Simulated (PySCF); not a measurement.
C2H3Br2FSi

```json
{"atom": "C", "x (Å)": "1.4669", "y (Å)": "0.5985", "z (Å)": "0.2914"}
{"atom": "C", "x (Å)": "0.7009", "y (Å)": "-0.3231", "z (Å)": "-0.2723"}
{"atom": "Si", "x (Å)": "-1.1611", "y (Å)": "-0.3503", "z (Å)": "-0.1542"}
{"atom": "F", "x (Å)": "-1.7134", "y (Å)": "-1.6108", "z (Å)": "-0.9692"}
{"atom": "Br", "x (Å)": "-2.1277", "y (Å)": "1.4136", "z (Å)": "-1.0516"}
{"atom": "Br", "x (Å)": "-1.9084", "y (Å)": "-0.5933", "z (Å)": "1.9036"}
{"atom": "H", "x (Å)": "1.0587", "y (Å)": "1.4130", "z (Å)": "0.8689"}
{"atom": "H", "x (Å)": "2.5407", "y (Å)": "0.5802", "z (Å)": "0.2010"}
{"atom": "H", "x (Å)": "1.1569", "y (Å)": "-1.1218", "z (Å)": "-0.8429"}
```

Geometry: GFN2-xTB.

Theory: wB97X-D/def2-SVPD, SCF density, gas phase (PySCF 2.14.0).

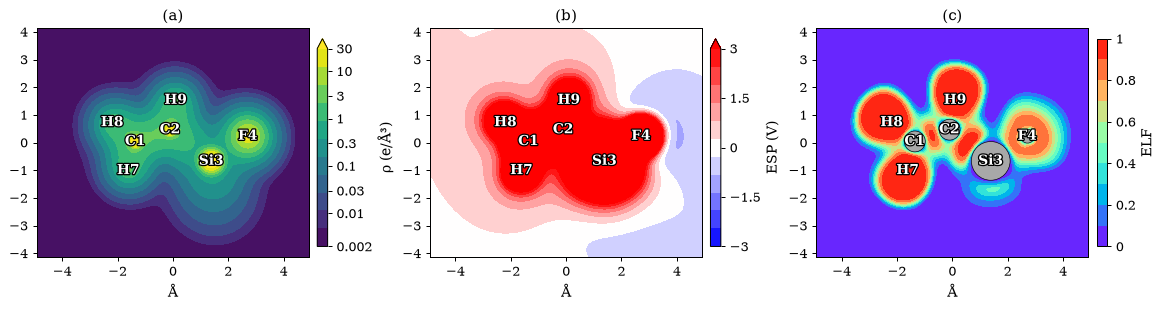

Figure 1. (a) electron density; (b) molecular electrostatic potential; (c) ELF on the plane of atoms Si3, C2 and H9. Grey discs cover the atomic cores in the ELF map.

### What do the fields say about this system?

- The plane passes through C, Si, F and H nuclei.
- C–C (1.32 Å): the density is about 2.3 e/Å³ at the midpoint; the ELF peaks at about 0.90 between the atoms; a short, multiple covalent bond.
- Si–F (1.60 Å): the density is about 1.1 e/Å³ at the midpoint; the ELF peaks at about 0.85 in the valence shell of F, 0.6 Å from its nucleus, and is about 0.50 at the midpoint.
- C–Si (1.87 Å): the density is about 1 e/Å³ at the midpoint; the ELF peaks at about 0.95 between the atoms; localised, covalent bonding.
- C–H (1.08 Å): the density is about 2 e/Å³ at the midpoint; the ELF climbs to about 1 towards the hydrogen, as it does in any bond to H: a covalent bond by its length.
- The ELF also peaks beside F4, away from the bonds: lone-pair regions.
- Outside the dense part of the molecule the potential is most negative (−0.9 V) near F4.

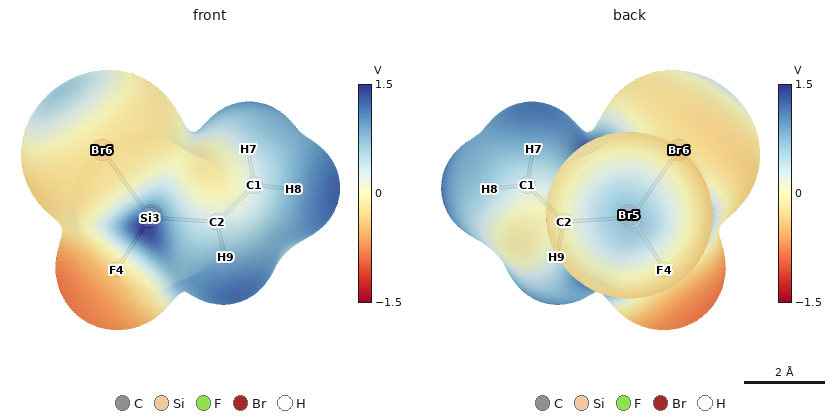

Figure 2. The molecular electrostatic potential painted on the density surface at 0.002 e/bohr³, seen from the front and from behind; red is negative and blue positive.

### Where is the surface potential most negative and most positive?

The most negative region (about −0.8 V, or −18 kcal/mol for a unit charge) lies over F4, the most positive (about +1.4 V, or +32 kcal/mol for a unit charge) over Si3. Br5 shows a σ-hole: about +0.7 V, or +16 kcal/mol for a unit charge at the tip opposite its bond, against about −0.3 V on its flanks. Br6 shows a σ-hole: about +0.7 V, or +16 kcal/mol for a unit charge at the tip opposite its bond, against about −0.3 V on its flanks.

### How polar is the molecule by this calculation?

Its dipole moment is 2.60 D.
